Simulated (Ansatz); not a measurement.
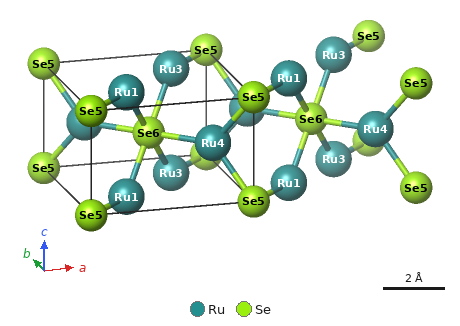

Starting structure of solid Ru2Se (built on the rutile_136 type). The picture is a ball-and-stick view of the cell of the calculation, repeated 2 × 1 × 1 with one cell outlined, seen slightly off an axis.

Case: rutile type (P4_2/mnm, No. 136).

Method: DFT PBE, scalar-relativistic, plane waves, PAW in Ansatz.

The input:
```yaml
crystal:
  lattice:
    - [5.5595693362, 0.0, 0.0]
    - [0.0, 5.5595693362, 0.0]
    - [0.0, 0.0, 3.5809241763]
  atoms:
    - { symbol: Ru, position: [0.306, 0.306, 0.0] }
    - { symbol: Ru, position: [0.194, 0.806, 0.5] }
    - { symbol: Ru, position: [0.694, 0.694, 0.0] }
    - { symbol: Ru, position: [0.806, 0.194, 0.5] }
    - { symbol: Se, position: [0.0, 0.0, 0.0] }
    - { symbol: Se, position: [0.5, 0.5, 0.5] }
basis:
  ecutwfc: 420
kpoints:
  mp_grid: { grid: [8, 8, 10] }
hamiltonian:
  xc: pbe
scf:
  occupations: { method: gaussian, width: 0.1 }
output:
  forces: true
  stress: true
  eigenvalues: true
relax:
  adjacent_minimum: "off"
  f_tol: 0.01
  max_steps: 80
  cell: { stress_tol: 0.05 }
```

Command:
```bash
ansatz run input.yaml --threads 1 --pin off --max-ram 2560MiB --backend cpu --events-out ev --progress --plain --runs-dir out
```

### Where does the relaxation end?

Over 3 accepted moves (4 points after the start) the energy falls by 0.241 eV per cell of the calculation. Largest force component: 0.21 eV/Å at the start, 0.0024 eV/Å at the end. The pressure goes from −3.50 to 0.01 GPa. The SCF was repeated once at an unchanged geometry on a basis and grid sized afresh for the cell, which shifted the energy by 1.3 meV per cell of the calculation at most. The largest moves relative to the cell, 0.019 Å, are those of Ru1, Ru2, Ru3 and Ru4. Ru1 goes along [1 1 0]. Se stays in place. The drawn cell changes as follows: a = b 5.560 → 5.336 Å (−4.0 %), c 3.581 → 3.756 Å (+4.9 %); the volume changes by −3.4 %. Near-neighbour distances that change, for instance: Ru1–Ru3 3.051 → 2.891 Å, Ru1–Se5 2.406 → 2.328 Å, Ru1–Se6 2.352 → 2.370 Å. Bond angles that change, for instance: Ru1–Se6–Ru1 99.1° → 104.8°, Ru1–Se6–Ru3 80.9° → 75.2°, Se5–Ru2–Se5 99.1° → 104.8°. The space group stays P4_2/mnm (No. 136).

Final geometry:

```
CELL_PARAMETERS angstrom
5.33630 0.00000 0.00000
0.00000 5.33630 0.00000
0.00000 0.00000 3.75554
ATOMIC_POSITIONS crystal
Ru 0.30846 0.30846 0.00000
Ru 0.19154 0.80846 0.50000
Ru 0.69154 0.69154 0.00000
Ru 0.80846 0.19154 0.50000
Se 0.00000 0.00000 0.00000
Se 0.50000 0.50000 0.50000
```

The end point in the same view:

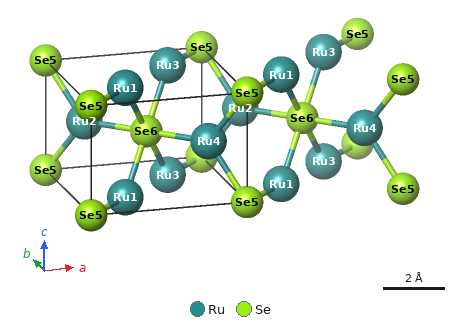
